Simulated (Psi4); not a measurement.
# CCSD(T)/6-31G(d) (spherical functions, sweep point 3) run of AlCl2F (SMILES [F][Al]([Cl])[Cl])

What is the vertical ionisation energy of AlCl2F at CCSD(T)/6-31G* (spherical functions, sweep point 3)? 

The calculation is run with Psi4 1.11.

## 1. The system as given

AlCl2F: 4 atoms, total charge 0, spin state singlet. As SMILES, `[F][Al]([Cl])[Cl]`. Geometry: a GFN2-xTB relaxation, a rough one for these elements and not checked as a minimum.

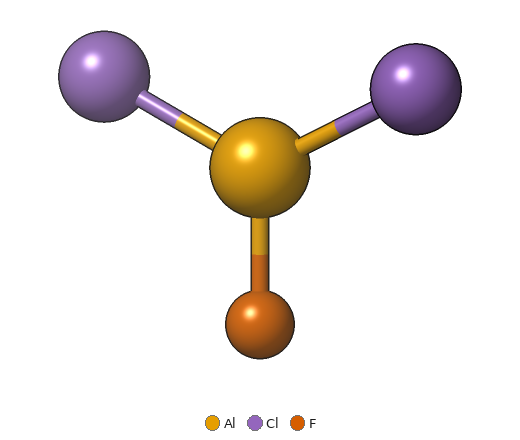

Viewed from a chosen angle; aluminium amber, chlorine purple, fluorine orange.

## 2. The energy at CCSD(T)/6-31G(d) (spherical functions, sweep point 3)

File job.inp:

```
memory 1600 MB

molecule molecule1 {
  0 1
  Al    -0.017680    -0.029510    -0.000030
  Cl     1.994930    -0.186520     0.014240
  Cl    -1.111650     1.666840    -0.016240
  F     -0.865600    -1.450810     0.002030
  symmetry c1
}

set basis 6-31G*
set reference rhf
set puream true
set scf_type pk
set num_frozen_docc 16

e_tot = energy("ccsd(t)")
```

Started as:

```sh
psi4 -i job.inp -o job.out -n 1
```

job.out:

```text
[...]
  Running in c1 symmetry.
[...]
  Nuclear repulsion =  247.327666045466202
[...]
  Multiplicity = 1
[...]
  Nalpha       = 28
  Nbeta        = 28
[...]
    Number of basis functions: 68
[...]
   @RHF iter   1: -1260.46464581563782   -6.61329e-01   5.70592e-03 ADIIS/DIIS
[...]
   @RHF iter  10: -1260.52670385336114   -4.32010e-12   4.11445e-09 DIIS
[...]
    Orbital Energies [Eh]
    ---------------------
    Doubly Occupied:
       1A   -104.829990     2A   -104.829970     3A    -58.561948
       4A    -26.270404     5A    -10.572374     6A    -10.572347
       7A     -8.040244     8A     -8.040217     9A     -8.038217
      10A     -8.038190    11A     -8.037982    12A     -8.037956
      13A     -4.983659    14A     -3.299706    15A     -3.298604
      16A     -3.297509    17A     -1.549844    18A     -1.121604
      19A     -1.108435    20A     -0.689546    21A     -0.638765
      22A     -0.634011    23A     -0.592690    24A     -0.544271
      25A     -0.508641    26A     -0.506837    27A     -0.493169
      28A     -0.483305
[...]
  @RHF Final Energy: -1260.52670385336114
   => Energetics <=
    Nuclear Repulsion Energy =            247.3276660454662021
    One-Electron Energy =               -2240.4678682407056840
    Two-Electron Energy =                 732.6134983418783122
    Total Energy =                      -1260.5267038533611412
[...]
 Multipole Moments:
 ------------------------------------------------------------------------------------
     Multipole            Electronic (a.u.)      Nuclear  (a.u.)        Total (a.u.)
 ------------------------------------------------------------------------------------
 L = 1.  Multiply by 2.5417464519 to convert [e a0] to [Debye]
 Dipole X            :         -0.3162600            0.4703374            0.1540774
 Dipole Y            :         -0.5291721            0.7882877            0.2591155
 Dipole Z            :          0.0004824           -0.0010839           -0.0006015
 Magnitude           :                                                    0.3014649
[...]
      * MP2 total energy                      = -1261.001964901875908
[...]
      * CCSD total energy                     = -1261.028331801910781
[...]
      * CCSD(T) total energy                  = -1261.038607253250802
[...]
```

It took 14 s on 1 thread of AMD EPYC 7R43 (Zen 3), shared host; peak memory 0.31 GiB.

## 3. The doublet cation

File alcl2f.dat:

```
memory 1600 mb

molecule molecule1 {
  1 2
  Al    -0.017680    -0.029510    -0.000030
  Cl     1.994930    -0.186520     0.014240
  Cl    -1.111650     1.666840    -0.016240
  F     -0.865600    -1.450810     0.002030
  symmetry c1
}

set {
  reference uhf
  puream true
  scf_type pk
  num_frozen_docc 16
  maxiter 150
}

e, wfn = energy("ccsd(t)/6-31G*", return_wfn=True)
```

Started as:

```sh
psi4 alcl2f.dat alcl2f.out -n 1
```

alcl2f.out:

```text
[...]
  Running in c1 symmetry.
[...]
  Nuclear repulsion =  247.327666045466202
[...]
  Multiplicity = 2
[...]
  Nalpha       = 28
  Nbeta        = 27
[...]
    Number of basis functions: 68
[...]
   @UHF iter   1: -1259.99914566656275   -1.95829e-01   5.78007e-03 ADIIS/DIIS
[...]
   @UHF iter  19: -1260.07716851607006   -2.27374e-12   6.06782e-09 DIIS
[...]
   @S^2 Observed:                7.977088675E-01
[...]
    Orbital Energies [Eh]
    ---------------------
    Alpha Occupied:
       1A   -105.129573     2A   -105.129434     3A    -58.792496
       4A    -26.460099     5A    -10.868979     6A    -10.868837
       7A     -8.347432     8A     -8.347281     9A     -8.333148
      10A     -8.333007    11A     -8.331396    12A     -8.331257
      13A     -5.213632    14A     -3.529834    15A     -3.529473
      16A     -3.526754    17A     -1.735122    18A     -1.416893
      19A     -1.406005    20A     -0.894752    21A     -0.846973
      22A     -0.839282    23A     -0.818105    24A     -0.810876
      25A     -0.799537    26A     -0.784081    27A     -0.772931
      28A     -0.763084
    Alpha Virtual:
[...]
  @UHF Final Energy: -1260.07716851607006
   => Energetics <=
    Nuclear Repulsion Energy =            247.3276660454662021
    One-Electron Energy =               -2226.1944827753300160
    Two-Electron Energy =                 718.7896482137938392
    Total Energy =                      -1260.0771685160698325
  UHF NO Occupations:
  HONO-2 :   26  A 1.9989667
  HONO-1 :   27  A 1.9783144
[...]
 Multipole Moments:
 ------------------------------------------------------------------------------------
     Multipole            Electronic (a.u.)      Nuclear  (a.u.)        Total (a.u.)
 ------------------------------------------------------------------------------------
 L = 1.  Multiply by 2.5417464519 to convert [e a0] to [Debye]
 Dipole X            :          0.1076473            0.4703374            0.5779847
 Dipole Y            :          0.1835282            0.7882877            0.9718158
 Dipole Z            :         -0.0004985           -0.0010839           -0.0015825
 Magnitude           :                                                    1.1307055
[...]
      * MP2 total energy                      = -1260.549985626306352
[...]
      * CCSD total energy                     = -1260.580731543426964
[...]
      * CCSD(T) total energy                     = -1260.594397883840429
[...]
```

It took 45 s on 1 thread of AMD EPYC 7R43 (Zen 3), shared host; peak memory 0.32 GiB.

## 4. Summary of results

Level: CCSD(T)/6-31G* (spherical functions, sweep point 3), 16 core orbitals frozen.

| quantity | value |
| --- | --- |
| singlet AlCl2F: total energy | -1261.03861 Eh |
| singlet AlCl2F: HOMO energy (Hartree–Fock orbitals) | -13.15 eV |
| singlet AlCl2F: LUMO energy (Hartree–Fock orbitals) | 1.82 eV |
| singlet AlCl2F: HOMO–LUMO gap (Hartree–Fock orbitals) | 14.97 eV |
| singlet AlCl2F: correlation energy (16 core orbitals frozen) | -511.9 mEh |
| singlet AlCl2F: (T) correction | -10.28 mEh |
| singlet AlCl2F: T1 diagnostic | 0.012 |
| doublet cation: total energy | -1260.59440 Eh |
| doublet cation: HOMO energy (Hartree–Fock orbitals) (highest over α and β) | -16.90 eV |
| doublet cation: LUMO energy (Hartree–Fock orbitals) (lowest over α and β) | -11.29 eV |
| doublet cation: correlation energy (16 core orbitals frozen) | -517.2 mEh |
| doublet cation: (T) correction | -13.67 mEh |
| doublet cation: ⟨S²⟩ of the reference determinant | 0.798 |
| doublet cation: T1 diagnostic | 0.034 |
| vertical ionisation energy (to the doublet cation) | 12.088 eV |

In words: The vertical ionisation energy comes to 12.09 eV (1166 kJ/mol). The triples (singlet AlCl2F) make up 2.0 % of the correlation energy. The triples (doublet cation) make up 2.6 % of the correlation energy.
